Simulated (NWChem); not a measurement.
# SiH2O (oxosilane): levels of theory compared

Wanted: a comparison of 4 runs (HF/STO-3G, B3LYP/6-31G*, SVWN5/cc-pVDZ, MP2/pcseg-1) of SiH2O (oxosilane). 

The calculation is run with NWChem 7.3.0.

## (1) Starting point

The species is SiH2O (4 atoms), meant as a singlet with charge 0. SMILES: `O=[SiH2]`. The shape is that of a PBE0-D4/def2-TZVP optimisation.

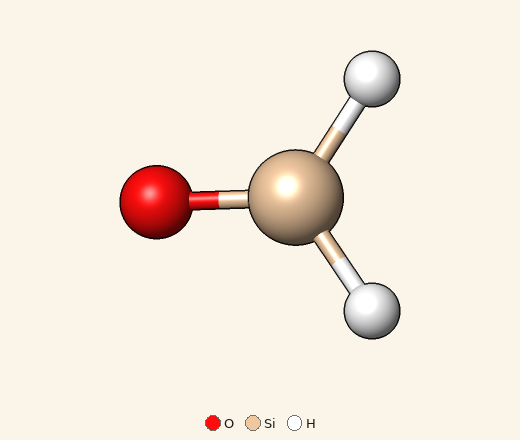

Viewed from a chosen angle; oxygen red, silicon light orange, hydrogen white.

## (2) Energy and forces at HF/STO-3G (run 1)

h2osi.nw reads:

```
echo
start h2osi
title "H2OSi hf"
memory stack 880 mb heap 220 mb global 1100 mb
charge 0
geometry units angstrom noautosym nocenter noautoz
O    -0.283200    0.413500    1.469500
Si   -0.006700    0.009800    0.034900
H     0.439900   -1.346000   -0.376200
H    -0.150000    0.922700   -1.128300
end
basis spherical bse
* library STO-3G
end
scf
thresh 1e-08
maxiter 80
end
task scf gradient
```

Command:

```console
$ nwchem h2osi.nw > h2osi.out
```

The log of the run:

```text
[...]
  functions       =    16
[...]
  wavefunction    = RHF
[...]
         Total SCF energy =   -360.506586827013
      One-electron energy =   -607.463915039624
      Two-electron energy =    194.472534416558
 Nuclear repulsion energy =     52.484793796052
        Time for solution =      0.2s
[...]
                         RHF ENERGY GRADIENTS
    atom               coordinates                        gradient
                 x          y          z           x          y          z
   1 O      -0.535170   0.781402   2.776952    0.000876  -0.001280  -0.004555
   2 Si     -0.012661   0.018519   0.065951   -0.007456   0.010870   0.038776
   3 H       0.831290  -2.543571  -0.710915    0.009509  -0.028716  -0.009169
   4 H      -0.283459   1.743650  -2.132178   -0.002929   0.019127  -0.025053
[...]
```

Wall time 0.7 s (1 thread of AMD EPYC 9R45 (Zen 5), shared host); peak memory 0.099 GiB.

## (3) Energy and forces at B3LYP/6-31G(d) (Cartesian functions) (run 2)

h2osi.nw reads:

```
start h2osi
memory stack 880 mb heap 220 mb global 1100 mb
charge 0

geometry units angstrom noautosym nocenter noautoz
 O    -0.283200    0.413500    1.469500
 Si   -0.006700    0.009800    0.034900
 H     0.439900   -1.346000   -0.376200
 H    -0.150000    0.922700   -1.128300
end

basis cartesian
 O library 6-31G*
 Si library 6-31G*
 H library 6-31G*
end

dft
 xc b3lyp
 grid xfine
 convergence energy 1e-08
 maxiter 100
 mulliken
 print medium
end

task dft gradient
```

Command:

```console
$ nwchem h2osi.nw > h2osi.out
```

The log of the run:

```text
[...]
          Wavefunction type:  closed shell.
          No. of atoms     :     4
          No. of electrons :    24
[...]
          Charge           :     0
          Spin multiplicity:     1
[...]
          AO basis - number of functions:    38
[...]
              XC Information
              --------------
                         B3LYP Method XC Potential
                     Hartree-Fock (Exact) Exchange  0.200
                        Slater Exchange Functional  0.800 local
                    Becke 1988 Exchange Functional  0.720 non-local
              Lee-Yang-Parr Correlation Functional  0.810
                  VWN I RPA Correlation Functional  0.190 local
[...]
 d= 0,ls=0.0,diis     1   -365.7518387772 -4.18D+02  8.47D-02  1.10D+00     0.4
[...]
 d= 0,ls=0.0,diis    10   -365.8973923407 -4.10D-10  2.10D-07  9.11D-11     3.1
         Total DFT energy =     -365.897392340689
      One electron energy =     -610.371537387633
           Coulomb energy =      222.247791584103
    Exchange-Corr. energy =      -30.258440333211
 Nuclear repulsion energy =       52.484793796052
[...]
      Total Density - Mulliken Population Analysis
     ---------------------------------------------
    Atom       Charge   Shell Charges
 -----------   ------   -------------------------------------------------------
    1 O    8     8.50   1.99  0.93  2.83  0.95  1.78  0.02
    2 Si  14    13.37   2.00  1.99  5.96  1.05  1.68  0.20  0.30  0.19
    3 H    1     1.07   0.51  0.56
    4 H    1     1.07   0.51  0.56
[...]
  wavefunction    = closed shell
                         DFT ENERGY GRADIENTS
    atom               coordinates                        gradient
                 x          y          z           x          y          z
   1 O      -0.535170   0.781402   2.776952    0.003292  -0.004807  -0.017089
   2 Si     -0.012661   0.018519   0.065951   -0.002916   0.004245   0.015202
   3 H       0.831290  -2.543571  -0.710915   -0.000326   0.000810   0.000778
   4 H      -0.283459   1.743650  -2.132178   -0.000049  -0.000248   0.001109
[...]
```

It took 4.5 s on 1 thread of AMD EPYC 9R45 (Zen 5), shared host; peak memory 0.12 GiB.

## (4) Energy and gradient at SVWN5/cc-pVDZ (run 3)

h2osi.nw reads:

```
START h2osi
TITLE "H2OSi gradient"
memory 2200 mb
charge 0

GEOMETRY units au noautosym nocenter noautoz
  O     -0.53517044     0.78140175     2.77695254
  Si    -0.01266117     0.01851932     0.06595144
  H      0.83129052    -2.54357136    -0.71091497
  H     -0.28345892     1.74365030    -2.13217799
END

BASIS spherical bse
  * library cc-pVDZ
END

DFT
  xc slater vwn_5
  mult 1
  grid xfine
  convergence energy 1e-08
  maxiter 100
  mulliken
  print medium
END

TASK dft gradient
```

Command:

```console
$ nwchem h2osi.nw > h2osi.out
```

The log of the run:

```text
[...]
          Wavefunction type:  closed shell.
          No. of atoms     :     4
          No. of electrons :    24
[...]
          Charge           :     0
          Spin multiplicity:     1
[...]
          AO basis - number of functions:    42
[...]
              XC Information
              --------------
                        Slater Exchange Functional  1.000 local
                      VWN V Correlation Functional  1.000 local
[...]
 d= 0,ls=0.0,diis     1   -364.0074363854 -4.16D+02  1.04D-01  1.29D+00     0.6
[...]
 d= 0,ls=0.0,diis     8   -364.1745370783  7.33D-09  9.16D-06  1.69D-07     2.9
         Total DFT energy =     -364.174537078293
      One electron energy =     -610.206249006501
           Coulomb energy =      222.036529588455
    Exchange-Corr. energy =      -28.489607683913
 Nuclear repulsion energy =       52.484790023666
[...]
      Total Density - Mulliken Population Analysis
     ---------------------------------------------
    Atom       Charge   Shell Charges
 -----------   ------   -------------------------------------------------------
    1 O    8     8.30   2.01  0.85  0.93  2.77  1.74  0.01
    2 Si  14    13.65   2.00  2.04  0.82  0.39  6.02  1.42  0.61  0.35
    3 H    1     1.02   0.68  0.33  0.01
    4 H    1     1.02   0.68  0.33  0.01
[...]
  wavefunction    = closed shell
                         DFT ENERGY GRADIENTS
    atom               coordinates                        gradient
                 x          y          z           x          y          z
   1 O      -0.535170   0.781402   2.776953    0.007986  -0.011661  -0.041444
   2 Si     -0.012661   0.018519   0.065951   -0.005994   0.008737   0.031165
   3 H       0.831291  -2.543571  -0.710915   -0.003144   0.009716   0.002413
   4 H      -0.283459   1.743650  -2.132178    0.001151  -0.006793   0.007866
[...]
```

Run time: 5.4 s. Hardware: 1 thread of AMD EPYC 9R45 (Zen 5), shared host; peak memory 0.12 GiB.

## (5) Energy and gradient at MP2/pcseg-1 (run 4)

input.nw reads:

```
start input
memory total 2200 mb
geometry units angstroms noautosym nocenter noautoz
   O    -0.283200    0.413500    1.469500
   Si   -0.006700    0.009800    0.034900
   H     0.439900   -1.346000   -0.376200
   H    -0.150000    0.922700   -1.128300
end
basis spherical bse
   * library pcseg-1
end
scf
   thresh 1e-08
   maxiter 80
end
mp2
   freeze core 6
   tight
end
task mp2 gradient
```

Command:

```console
$ nwchem input.nw > input.out
```

The log of the run:

```text
[...]
  functions       =    42
[...]
  wavefunction    = RHF
[...]
         Total SCF energy =   -364.888630472972
      One-electron energy =   -610.149809904732
      Two-electron energy =    192.776385635708
 Nuclear repulsion energy =     52.484793796052
        Time for solution =      1.7s
[...]
          Total MP2 energy          -365.174145975756
[...]
                         mp2 ENERGY GRADIENTS
    atom               coordinates                        gradient
                 x          y          z           x          y          z
   1 O      -0.535170   0.781402   2.776952    0.006203  -0.009057  -0.032193
   2 Si     -0.012661   0.018519   0.065951   -0.006655   0.009705   0.034607
   3 H       0.831290  -2.543571  -0.710915    0.001083  -0.003621  -0.000104
   4 H      -0.283459   1.743650  -2.132178   -0.000630   0.002974  -0.002310
[...]
```

It took 4.5 s on 1 thread of AMD EPYC 9R45 (Zen 5), shared host; peak memory 0.11 GiB.

## (6) Overview of the runs

| run | level | Cartesian functions | iteration cap | energy (Eh) | dipole moment (D) | HOMO energy (eV) | LUMO energy (eV) | wall time |
| --- | --- | --- | --- | --- | --- | --- | --- | --- |
| 1 | HF/STO-3G | no | 80 | -360.506587 | 2.23 | -7.97 | 7.30 | 0.7 s |
| 2 | B3LYP/6-31G* (Cartesian functions) | yes | 100 | -365.897392 | 3.39 | -7.80 | -2.04 | 4.5 s |
| 3 | SVWN5/cc-pVDZ | no | 100 | -364.174537 | 3.10 | -6.62 | -3.02 | 5.4 s |
| 4 | MP2/pcseg-1 | no | 80 | -365.174146 | 3.55 | -12.06 | 1.09 | 4.5 s |

## (7) Results

| quantity | value |
| --- | --- |
| run 4: total energy | -365.17415 Eh |
| run 4: dipole moment (of the density that the program reports) | 3.55 D |
| run 4: HOMO energy (Hartree–Fock orbitals) | -12.06 eV |
| run 4: LUMO energy (Hartree–Fock orbitals) | 1.09 eV |
| run 4: HOMO–LUMO gap (Hartree–Fock orbitals) | 13.15 eV |
| run 4: correlation energy (6 core orbitals frozen) | -285.5 mEh |
| run 4: largest force on an atom | 1.880 eV/Å |

What this shows: The dipole moment (its size) runs from 2.23 D (HF/STO-3G) to 3.55 D (MP2/pcseg-1). The two ends differ in method and basis. Over runs 1, 2, 3 the HOMO–LUMO gap runs from 3.60 eV (SVWN5/cc-pVDZ) to 15.28 eV (HF/STO-3G). Totals of different functionals can't be ranked against each other. In run 1 the basis is minimal, so the values are rough. All runs together took 15 s, the longest 5.4 s.
